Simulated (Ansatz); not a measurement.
# What PtC (model cell, started as NiAs type) distorts into

Aim: this structure of PtC (model cell, started as NiAs type) is to be tested for unstable modes, and one is followed downhill.

Program: Ansatz 0.2.0. Level of theory: DFT PBEsol, scalar-relativistic, plane waves, PAW. Results are calculated unless marked as measured.

The structure was built from a prototype and need not be the compound's stable phase.

### 1. The starting structure

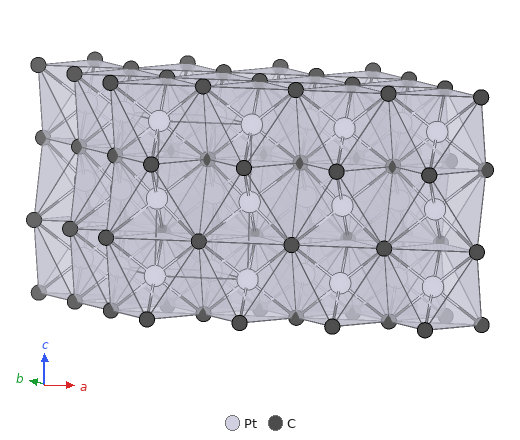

Start, viewed slightly off an axis; platinum light grey, carbon dark grey. 3×2×1 cells are drawn. Some periodic images of atoms are drawn too.

### 2. Response at finite wavevector

The cell comes from relaxations at this level that are not shown. Stability and thermal properties need the whole zone. Linear response on a 3×3×2 q mesh gives force constants as far as a supercell of that size would.

The input, input.yaml:

```yaml
crystal:
  lattice:
    - [3.1153338582, -3.085e-06, 0.0]
    - [-1.5576642574, 2.697959805, 0.0]
    - [0.0, 0.0, 5.186655658]
  atoms:
    - { symbol: Pt, position: [0.0, 0.0, 0.0] }
    - { symbol: Pt, position: [0.0, 0.0, 0.5] }
    - { symbol: C, position: [0.3333333333, 0.6666666667, 0.25] }
    - { symbol: C, position: [0.6666666667, 0.3333333333, 0.75] }
kpoints:
  mp_grid: { grid: [15, 15, 8] }
hamiltonian:
  xc: pbesol
scf:
  occupations: { method: methfessel_paxton, width: 0.15 }
output:
  eigenvalues: true
phonons:
  method: dfpt
  qmesh: [3, 3, 2]
  temperatures: { t_max: 1000, t_step: 50 }
  qpath:
    path:
      - [[0.0, 0.0, 0.0], [0.5, 0.0, 0.0], [0.33333333, 0.33333333, 0.0], [0.0, 0.0, 0.0], [0.0, 0.0, 0.5], [0.5, 0.0, 0.5], [0.33333333, 0.33333333, 0.5], [0.0, 0.0, 0.5]]
      - [[0.5, 0.0, 0.5], [0.5, 0.0, 0.0]]
      - [[0.33333333, 0.33333333, 0.5], [0.33333333, 0.33333333, 0.0]]
    npoints: 10
```

The run is started by

```bash
ansatz run input.yaml --threads 4 --pin off --max-ram 7168MiB --backend cpu --events-out ev --progress --plain --runs-dir out
```

Numbers of over 12 decimals in the logs are rounded to 6 here.

What it wrote:

```text
Warning: phonons: the dynamical matrix that this run interpolates holds no multipole term above the dipole-dipole one, and a site of this crystal is no centre of inversion, so its interpolated transverse optical and acoustic branches and sound speeds can stay off near Gamma, and the density of states and the thermodynamics with them. What a run solves at a wave vector of phonons.qpoints, Gamma apart, where the deck admits one, is free of this, and under fd what a larger phonons.supercell samples
Engine: ansatz 0.2.0, x86_64-unknown-linux-gnu
Pseudopotentials: kind: paw
Pseudopotential: Pt, paw, valence charge 18, recommended cutoff 420 eV (normal), Pt.paw.azcp
Pseudopotential: C, paw, valence charge 4, recommended cutoff 420 eV (normal), C.paw.azcp
Functional definition: PBEsol
  exchange = pbesol_x
  correlation = pbesol_c
Crystal: 4 atoms, lattice volume = 43.594 Å³
Basis set: ecut = 420 eV, 869 PW (Γ), exchange–correlation on 48×48×72 points (8 copies of the dense FFT grid, shifted against one another)
Bands: 27, of which v1, the nominal top of the filled ones, is band 22 counted from 1 (21 counted from 0)
Symmetry: 24 space group operations
k-points: 135 of 1800
Non-local potential: Pt, projectors of the file, l = 0: 3, l = 1: 2, l = 2: 2, l = 3: 1
Non-local potential: C, projectors of the file, l = 0: 2, l = 1: 2, l = 2: 1
PAW form: soft (Blöchl's): semilocal exchange-correlation on the pseudo side does not see the compensation charge
PAW frozen core: Pt, regenerated for the run's functional, and the local potential with it (the file was generated under x = pbe(κ = 0.804, μ = 0.219515), c = pbe(β = 0.066725))
PAW frozen core: C, regenerated for the run's functional, and the local potential with it (the file was generated under x = pbe(κ = 0.804, μ = 0.219515), c = pbe(β = 0.066725))
PAW one-centre angular grid: Pt, 590 points (default); XC on 64 Gauss nodes
PAW one-centre angular grid: C, 110 points (default); XC on 64 Gauss nodes
Initial density: superposition of atomic densities (neutral atoms: chi_scale 0, normalization atom), corrected by the library's trained network
Initial wavefunctions: pseudopotential atomic-orbital guess
Functional: x = pbesol(κ = 0.804, μ = 0.123457), c = pbesol(β = 0.046)
SCF iter   1: F=—  HF=-25256.142920 eV  |F-HF|=—  |Δ(HF+E_count)|=         —  Δρ=8.73e-3  dr2=2.01e-2  ethr=1.77e-3  ⟨swp⟩=5.2  Hψ=14246  notcnv=0
preconditioner: auto → Kerker (q_TF=auto, 2.733 Å⁻¹)  [metal: Δε(μ)=0.005 eV  Ē_g=9.135 eV  σ=0.150 eV  W_gap=0.03  n_scr=22 (ndim 8)  ℏωp=29.8 eV  f_vac=0.000  D(μ)=2.63/eV (n_scr^D=22)]
SCF iter   2: F=—  HF=-25256.140160 eV  |F-HF|=—  |Δ(HF+E_count)|=   2.76e-3  S|Δr|=    0.00e0  Δρ=4.55e-3  dr2=5.79e-3  ethr=4.56e-5  ⟨swp⟩=1.9  Hψ=5582  notcnv=0
SCF iter   3: F=—  HF=-25256.138490 eV  |F-HF|=—  |Δ(HF+E_count)|=   1.67e-3  S|Δr|=    0.00e0  Δρ=7.38e-4  dr2=2.48e-4  ethr=1.32e-5  ⟨swp⟩=2.0  Hψ=5442  notcnv=0
SCF iter   4: F=—  HF=-25256.138444 eV  |F-HF|=—  |Δ(HF+E_count)|=   4.64e-5  S|Δr|=    0.00e0  Δρ=1.80e-4  dr2=1.24e-5  ethr=5.63e-7  ⟨swp⟩=2.0  Hψ=5279  notcnv=0
SCF iter   5: F=—  HF=-25256.138451 eV  |F-HF|=—  |Δ(HF+E_count)|=   7.40e-6  S|Δr|=    0.00e0  Δρ=4.51e-5  dr2=9.41e-7  ethr=2.81e-8  ⟨swp⟩=1.5  Hψ=3948  notcnv=0
SCF iter   6: F=—  HF=-25256.138450 eV  |F-HF|=—  |Δ(HF+E_count)|=   1.18e-6  S|Δr|=    0.00e0  Δρ=8.07e-6  dr2=1.85e-8  ethr=2.14e-9  ⟨swp⟩=2.0  Hψ=5195  notcnv=0
SCF iter   7: F=—  HF=-25256.138450 eV  |F-HF|=—  |Δ(HF+E_count)|=   7.13e-9  S|Δr|=    0.00e0  Δρ=1.41e-6  dr2=7.35e-10  ethr=4.19e-11  ⟨swp⟩=2.1  Hψ=5386  notcnv=0
SCF iter   8: F=—  HF=-25256.138450 eV  |F-HF|=—  |Δ(HF+E_count)|=  1.46e-11  S|Δr|=    0.00e0  Δρ=2.81e-7  dr2=2.71e-11  ethr=1.67e-12  ⟨swp⟩=2.1  Hψ=5584  notcnv=0
SCF iter   9: F=-25256.138450 eV  HF=-25256.138450 eV  |F-HF|=1.46e-11  |Δ(HF+E_count)|=  1.46e-11  S|Δr|=    0.00e0  Δρ=6.80e-8  dr2=1.84e-12  ethr=1.00e-12  ⟨swp⟩=7.3  Hψ=16154  notcnv=0
SCF 1 converged in 9 iterations: F = -25256.138450 eV  dr2 = 1.84e-12
  greatest PAW one-centre occupation: 1.000 electrons in one spin orbital (limit 2), on the Pt atom at site 1 (counted from 0), in its partial waves of l = 0
Initial density: read from a saved state, or passed on in memory by an earlier SCF of this step, an earlier step, the calling program or the single point that the run made first
iter 1 solved again at ethr=4.91e-8 eV; its pass at ethr=3.10e-3 eV (dr2=2.16e-5 eV) is discarded
SCF iter   1: F=—  HF=-25256.138446 eV  |F-HF|=—  |Δ(HF+E_count)|=         —  Δρ=4.85e-7  dr2=8.46e-11  ethr=4.91e-8  ⟨swp⟩=3.7  Hψ=23883  notcnv=0
eigensolver tolerance schedule: the retry pair's looser diagonalisation over-reported the residual by 255273.28 of it (diagonalisation noise at an unbounded share of the residual, at the tolerance the schedule requests for it); recorded, not acted on — ethr = c·dr2/N_el stays at c = 1.0e-1
preconditioner: auto → Kerker (q_TF=auto, 2.733 Å⁻¹)  [metal: Δε(μ)=0.007 eV  Ē_g=9.127 eV  σ=0.150 eV  W_gap=0.04  n_scr=22 (ndim 8)  ℏωp=29.8 eV  f_vac=0.000  D(μ)=2.64/eV (n_scr^D=22)]
SCF iter   2: F=—  HF=-25256.138450 eV  |F-HF|=—  |Δ(HF+E_count)|=   4.49e-6  S|Δr|=    0.00e0  Δρ=2.56e-7  dr2=2.58e-11  ethr=1.00e-12  ⟨swp⟩=3.9  Hψ=9982  notcnv=0
SCF iter   3: F=—  HF=-25256.138450 eV  |F-HF|=—  |Δ(HF+E_count)|=  1.09e-11  S|Δr|=    0.00e0  Δρ=1.69e-7  dr2=1.17e-11  ethr=1.00e-12  ⟨swp⟩=2.7  Hψ=8106  notcnv=0
SCF iter   4: F=-25256.138450 eV  HF=-25256.138450 eV  |F-HF|=1.09e-11  |Δ(HF+E_count)|=  1.09e-11  S|Δr|=    0.00e0  Δρ=8.16e-8  dr2=2.88e-12  ethr=1.00e-12  ⟨swp⟩=2.0  Hψ=7159  notcnv=0
SCF 2 converged in 4 iterations: F = -25256.138450 eV  dr2 = 2.88e-12
phonons: the bands overlap, so this run is a metal and interpolates without the dipole-dipole term. If the crystal is really an insulator or semiconductor, its LO-TO splitting is missing
NSCF: frozen V_eff on 135 k-points
NSCF: frozen V_eff on 901 k-points
DFPT response loops at q = (0, 0, 0) (fractional): preconditioner auto → Kerker (q_TF=auto, 2.733 Å⁻¹) (partly filled bands, converged f_vac=0.000); β = 1.00, the filter's whole step (`scf.mixing.beta` (0.50) is not read by the response loops under this deck's `scf.mixing.preconditioner`; to damp them name `kerker` or `kerker_dos`, under which they read `scf.mixing.beta`, and type it under 1.00, their step now; both keys bind the ground state too); Broyden in place of MSR1
NSCF: frozen V_eff on 1802 k-points
DFPT response loops at q = (0, 0, -0.5) (fractional): mixed as the last ones told, above
NSCF: frozen V_eff on 3600 k-points
DFPT response loops at q = (0, 0.333333, 0) (fractional): mixed as the last ones told, above
NSCF: frozen V_eff on 3600 k-points
DFPT response loops at q = (0, 0.333333, -0.5) (fractional): mixed as the last ones told, above
NSCF: frozen V_eff on 3600 k-points
DFPT response loops at q = (0.333333, 0.333333, 0) (fractional): mixed as the last ones told, above
NSCF: frozen V_eff on 3600 k-points
DFPT response loops at q = (0.333333, 0.333333, -0.5) (fractional): mixed as the last ones told, above
SCF converged after 9 iterations
Stability not checked: this state was not tested for a lower state beside it, because cold or Methfessel-Paxton smearing, or corrected tetrahedra, fill the levels in a way that the test cannot read (fill_not_monotonic; see scf.lower_state_search)
Free energy (F): -25256.138450 eV
Harris-Foulkes:  -25256.138450 eV  (|F-HF|=1.46e-11)
Internal energy: -25256.136137 eV  (E = F + TS)
E sigma→0 (E₀):  -25256.137872 eV
Entropy (-TS):   -0.002313 eV (-0.578 meV/atom)
Fermi energy:    20.019306 eV
--- Per-component energies (eV) ---
  E_band       = -320.720162
  E_kinetic    = 1446.322742
  E_local      = -3521.674131  (includes V_loc(G=0)·N_el)
  E_nonlocal   = 457.373513
  E_hartree    = 1306.259961
  E_xc         = -615.121575
  E_vxc        = -722.323024  (∫ρ·V_xc dr)
  E_paw        = -18821.299145  (= ΣΔE_a)
  E_vpaw       = -592.939610  (= ΣTr[D̂ρ^β])
  E_aug_tail   = 0.000491  (compensation charges beyond the density's cutoff)
  E_ewald      = -5508.614156
  E_core_change = 0.616163  (= ΣΔE_core)
  E_smearing   = -0.002313  (= −TS)
  E_closure    = 0.000000  (closes the sum)
  Σ components = -25256.138450   (vs F -25256.138450, Δ=0.00e0)
--- Band table (eV; the first three rows and the last of 135) ---
  k-point 0: bands = [... 18 lower, 17.9532, 17.9532, 19.6326, 19.7181, 19.7181, 21.1298, 25.1183, 25.1183, ... 1 higher]
  k-point 1: bands = [... 18 lower, 17.6861, 17.6861, 19.4282, 20.1173, 20.1173, 20.7172, 24.9520, 24.9520, ... 1 higher]
  k-point 2: bands = [... 18 lower, 17.2013, 17.2013, 18.9443, 19.8068, 20.9522, 20.9522, 24.4788, 24.4788, ... 1 higher]
  k-point 134: bands = [... 18 lower, 17.4990, 17.4990, 19.7846, 19.7846, 19.8784, 19.8784, 24.8407, 24.8407, ... 1 higher]
--- Phonons (Γ-DFPT): 4 representative perturbations + reference (Σ response iterations 14) ---
  ASR residual: 6.567e-5 → 0.000e0 eV/Å²; symmetrization residual: 9.534e-7 eV/Å²
  ASR residual per site (eV/Å²): 6.57e-5 6.57e-5 1.78e-5 1.78e-5
  Γ frequencies (cm⁻¹): -341.61 -23.74 -23.74 0.00 0.00 0.00 203.15 387.56 387.56 437.86 437.86 504.71
--- Phonons (arbitrary-q DFPT): 6 irreducible q on the 3×3×2 mesh ---
  q = [0.0000, 0.0000, 0.0000] (star 1, of the zone-centre solve; hermiticity 9.56e-8, symmetrization 2.77e-8): -341.61 -23.74 -23.74 -0.00 -0.00 0.00 203.15 387.56 387.56 437.86 437.86 504.71
  q = [0.0000, 0.0000, -0.5000] (star 1, 4 solved perturbations in 1793 linear systems a pass and spin channel, the states on 901 of 1800 k-point pairs; hermiticity 1.87e-7, symmetrization 6.65e-8): -31.60 -31.60 -31.60 -31.60 64.00 64.00 215.85 215.85 418.96 418.96 418.96 418.96
  q = [0.0000, 0.3333, 0.0000] (star 6, 6 solved perturbations in 7410 linear systems a pass and spin channel, the states on 1800 of 1800 k-point pairs; hermiticity 7.50e-8, symmetrization 5.85e-8): -122.78 66.56 73.02 76.52 109.53 138.87 214.58 363.89 367.85 451.36 478.14 526.89
  q = [0.0000, 0.3333, -0.5000] (star 6, 6 solved perturbations in 7410 linear systems a pass and spin channel, the states on 1800 of 1800 k-point pairs; hermiticity 1.37e-7, symmetrization 5.91e-8): 44.06 44.06 53.40 53.40 118.51 118.51 207.66 207.66 434.19 434.19 533.38 533.38
  q = [0.3333, 0.3333, 0.0000] (star 2, 4 solved perturbations in 3478 linear systems a pass and spin channel, the states on 1800 of 1800 k-point pairs; hermiticity 9.24e-8, symmetrization 4.70e-8): -53.83 -53.83 40.37 129.56 129.56 216.19 300.22 300.22 396.34 471.15 471.15 559.52
  q = [0.3333, 0.3333, -0.5000] (star 2, 4 solved perturbations in 3478 linear systems a pass and spin channel, the states on 1800 of 1800 k-point pairs; hermiticity 1.95e-7, symmetrization 4.24e-8): 108.78 108.78 111.06 111.06 111.11 111.11 228.89 228.89 477.23 477.23 544.88 544.88
  sum rule: each row above includes the acoustic sum rule's correction from the zone centre's row sums; it moved no ω² by more than (0.64 cm⁻¹)²
  mesh force constants: q→R imaginary residual 1.15e-16; ASR residual 6.567e-5 → 0.000e0 eV/Å²; symmetrization residual 1.066e-14 eV/Å²
  interpolated dispersion: 93 rows × 12 modes
  density of states and harmonic sums: on the 24×24×12 q-mesh, interpolated from the force constants of a 3×3×2 supercell (no non-analytic term)
  largest difference from the sums on the solved wave vectors: F 1.29e-2 eV, S 2.53e-5 and C_V 1.43e-5 eV/K
  zero-point energy: 0.174913 eV/cell   skipped modes (ω ≤ 0): 583, of them read as no rigid motion or as one in doubt: 580 (1.255e0 modes/cell left out, lowest -341.61 cm⁻¹)   left out of the sums: 1.05e-1 of the cell's modes: C_V's classical limit lies that fraction below 3 k_B per atom; for a crystal, a wire or a layer, F and S can be off by more, and a phonons.interpolated_qmesh denser along its periods is the remedy for the sampling
```

Run time: 16 min. Hardware: 4 threads of Intel Xeon 6975P-C (Granite Rapids), shared host; peak memory 4.5 GiB.

The column dr2 measures how far the density is from self-consistency, as an energy; F and HF (Harris–Foulkes) agree once it is small.

This step gave:

- volume per atom: 10.90 Å³
- gap on the k-mesh: 0 eV
- sum-rule residual before enforcement: 6.57e-5 eV/Å²
- lowest frequency on the path: -341.6 cm⁻¹
- point group: 6/mmm
- highest frequency on the path or at a solved wavevector: 569 cm⁻¹
- highest optical mode at the zone centre (no LO-TO term): 504.7 cm⁻¹
- lowest optical zone-centre mode: -341.6 cm⁻¹
- lowest mode on the q mesh (acoustic modes at Γ apart): -341.6 cm⁻¹

Frequencies (cm⁻¹) solved at each irreducible wavevector; negative means imaginary. Frequencies by wavevector, by row:

```tsv
q in reciprocal lattice units	star	mode 1	mode 2	mode 3	mode 4	mode 10	mode 11	mode 12
0 0 0	1	-341.6	-23.7	-23.7	0	437.9	437.9	504.7
0 0 -0.5	1	-31.6	-31.6	-31.6	-31.6	419	419	419
0 0.3333 0	6	-122.8	66.6	73	76.5	451.4	478.1	526.9
0 0.3333 -0.5	6	44.1	44.1	53.4	53.4	434.2	533.4	533.4
0.3333 0.3333 0	2	-53.8	-53.8	40.4	129.6	471.1	471.1	559.5
0.3333 0.3333 -0.5	2	108.8	108.8	111.1	111.1	477.2	544.9	544.9
```

Interpolated from a 3×3×2 q mesh. Phonon branches along the path, in cm⁻¹:

```tsv
point	branch 1	branch 2	branch 3	branch 4	branch 9	branch 10	branch 11	branch 12
Γ	-342	-24	-24	0	388	438	438	505
M	-231	-39	76	85	429	435	486	569
K	-54	-54	40	130	396	471	471	560
Γ	-342	-24	-24	0	388	438	438	505
A	-32	-32	-32	-32	419	419	419	419
L	63	63	111	111	441	441	546	546
H	109	109	111	111	477	477	545	545
A	-32	-32	-32	-32	419	419	419	419
jump to L	63	63	111	111	441	441	546	546
M	-231	-39	76	85	429	435	486	569
jump to H	109	109	111	111	477	477	545	545
K	-54	-54	40	130	396	471	471	560
```

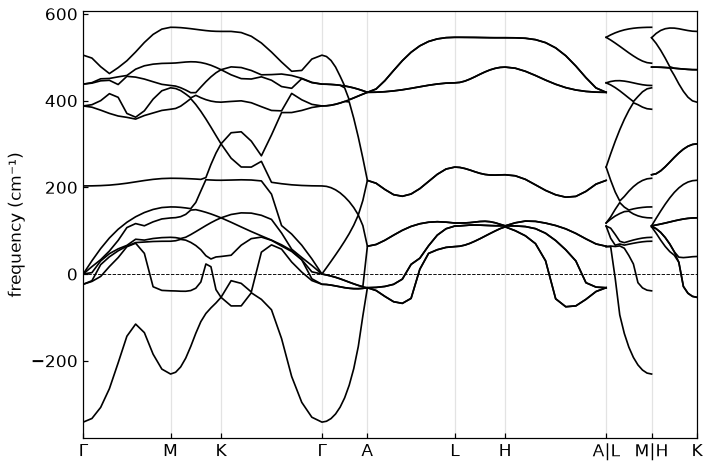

Phonon branches along the path.

Symmetry leaves 6 wavevectors to solve. The lowest mode among them, the acoustic zeros apart, lies at Γ and is imaginary, 341.6i cm⁻¹, so the energy falls along it.

### 3. The mode frozen in, largest atomic shift 0 Å

The mode followed lies at Γ with frequency 341.6i cm⁻¹, the softest among the wavevectors solved. At small amplitude the distorted cell has space group no. 186 by a symmetry search on the positions. The undistorted cell that holds it gives the zero of energy on the same k mesh.

input.yaml, the sections that differ from step 2:

```yaml
output:
  forces: true
  stress: true
  eigenvalues: true
# crystal, kpoints, hamiltonian, scf: as in step 2
# phonons: removed
```

What it wrote:

```text
[...]
Crystal: 4 atoms, lattice volume = 43.594 Å³
Basis set: ecut = 420 eV, 869 PW (Γ), exchange–correlation on 48×48×72 points (8 copies of the dense FFT grid, shifted against one another)
Bands: 27, of which v1, the nominal top of the filled ones, is band 22 counted from 1 (21 counted from 0)
Symmetry: 24 space group operations
[...]
k-points: 135 of 1800
[...]
k-point 0: bands = [... 18 lower, 17.9532, 17.9532, 19.6326, 19.7180, 19.7180, 21.1297, 25.1183, 25.1183, ... 1 higher]
  k-point 1: bands = [... 18 lower, 17.6861, 17.6861, 19.4282, 20.1173, 20.1173, 20.7171, 24.9520, 24.9520, ... 1 higher]
  k-point 2: bands = [... 18 lower, 17.2013, 17.2013, 18.9443, 19.8068, 20.9521, 20.9521, 24.4788, 24.4788, ... 1 higher]
  k-point 134: bands = [... 18 lower, 17.4990, 17.4990, 19.7846, 19.7846, 19.8784, 19.8784, 24.8407, 24.8407, ... 1 higher]
[key lines of the parts left out:]
SCF converged after 6 iterations
Free energy (F): -25256.138450 eV
Fermi energy:    20.019290 eV
P = ⅓ Tr σ = -0.0002 GPa (-0.002 kbar)
```

Wall time 1.4 s (4 threads); peak memory 0.46 GiB; 3.6 s of CPU time.

Numbers from this step:

```
pressure                         : -1.52e-4 GPa
energy from the undistorted cell : 0 meV/atom
```

The run ends at a pressure of 0.00 GPa.

### 4. The mode frozen in, largest atomic shift 0.22 Å

The atoms are moved along the unstable eigenvector, the largest shift by 0.22 Å, with the cell fixed.

input.yaml, the sections that differ from step 3:

```yaml
crystal:
  lattice:
    - [3.1153338582, -3.085e-06, 0.0]
    - [-1.5576642574, 2.697959805, 0.0]
    - [0.0, 0.0, 5.186655658]
  atoms:
    - { symbol: Pt, position: [0.0, 0.0, 0.0026115165] }
    - { symbol: Pt, position: [0.0, 0.0, 0.5026115165] }
    - { symbol: C, position: [0.3333333333, 0.6666666667, 0.2075834575] }
    - { symbol: C, position: [0.6666666667, 0.3333333333, 0.7075834575] }
# kpoints, hamiltonian, scf, output: as in step 3
```

What it wrote:

```text
[...]
Crystal: 4 atoms, lattice volume = 43.594 Å³
Basis set: ecut = 420 eV, 869 PW (Γ), exchange–correlation on 48×48×72 points (8 copies of the dense FFT grid, shifted against one another)
Bands: 27, of which v1, the nominal top of the filled ones, is band 22 counted from 1 (21 counted from 0)
Symmetry: 12 space group operations
[...]
k-points: 135 of 1800 (time reversal used)
[...]
k-point 0: bands = [... 18 lower, 17.7937, 17.7937, 20.2286, 20.6137, 20.6137, 21.2991, 25.3603, 25.3603, ... 1 higher]
  k-point 1: bands = [... 18 lower, 17.6052, 17.6052, 20.0081, 20.8904, 20.8904, 20.9080, 25.2049, 25.2049, ... 1 higher]
  k-point 2: bands = [... 18 lower, 17.1798, 17.1798, 19.4949, 20.0549, 21.5598, 21.5598, 24.7628, 24.7628, ... 1 higher]
  k-point 134: bands = [... 18 lower, 17.2172, 17.2172, 19.2920, 19.2920, 20.3321, 20.3321, 24.4602, 24.4602, ... 1 higher]
[key lines of the parts left out:]
SCF converged after 6 iterations
Free energy (F): -25256.288157 eV
Fermi energy:    20.257276 eV
P = ⅓ Tr σ = 5.6423 GPa (56.423 kbar)
```

Elapsed: 2.5 s, on 4 threads; peak memory 0.47 GiB; 7.3 s of CPU time.

This step gave:

* pressure: 5.642 GPa
* energy from the undistorted cell: -37.51 meV/atom

The energy, extrapolated to zero smearing, is -37.51 meV/atom against the undistorted cell.

The run ends at a pressure of 5.64 GPa, with forces up to 0.17 eV/Å.

### 5. Energy along the mode, all amplitudes (two of the runs are shown above)

An imaginary frequency means negative curvature, so the energy should fall and then rise again as anharmonic terms take over.

This step gave:

```yaml
depth_at_the_lowest_point_sampled: 37.51 meV/atom
largest_atomic_shift_at_that_point: 0.22 Å
```

Table of energy from the parent by largest atomic shift:

```tsv
largest atomic shift (Å)	energy from the parent (meV/atom)
0.000	0
0.040	-2.18
0.080	-8.38
0.140	-22.3
0.220	-37.5
0.320	-26.2
0.450	59.7
```

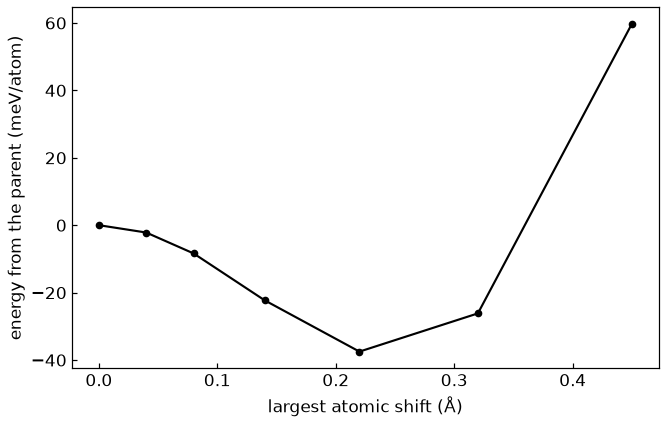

Energy from the parent against largest atomic shift.

Displacement at unit largest shift by atom:

```tsv
atom	x (Å)	y (Å)	z (Å)	size
Pt1	0.00	0.00	0.06	0.06
Pt2	0.00	0.00	0.06	0.06
C3	0.00	0.00	-1.00	1.00
C4	0.00	0.00	-1.00	1.00
```

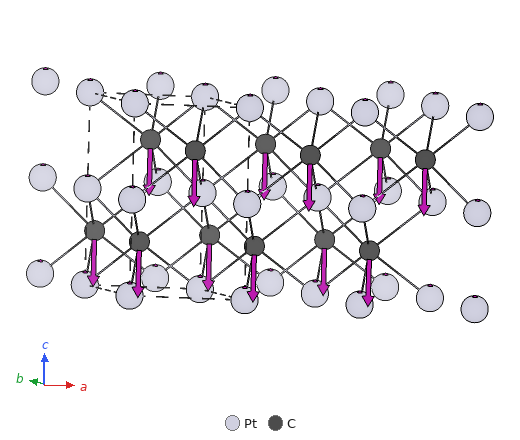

Displacement at unit largest shift as arrows, the longest 1 Å. Bonds to atoms that aren't drawn are left out. 3×2×1 cells are drawn. Some periodic images of atoms are drawn too.

The lowest of the steps tried is at 0.22 Å, 37.5 meV/atom below the parent; the bottom of the well need not coincide with a step.

(Part 1 of 2 ends here.)

[Logs are printed without paths, hosts, clocks, repeated set-up lines and the standing remarks that a program may print on its own settings, such as how far it seeks lower states.]

[Hosts, paths, dates, database ids (printed as entryN), source tags and the programs' standing remarks are cut or masked in the printed files.]
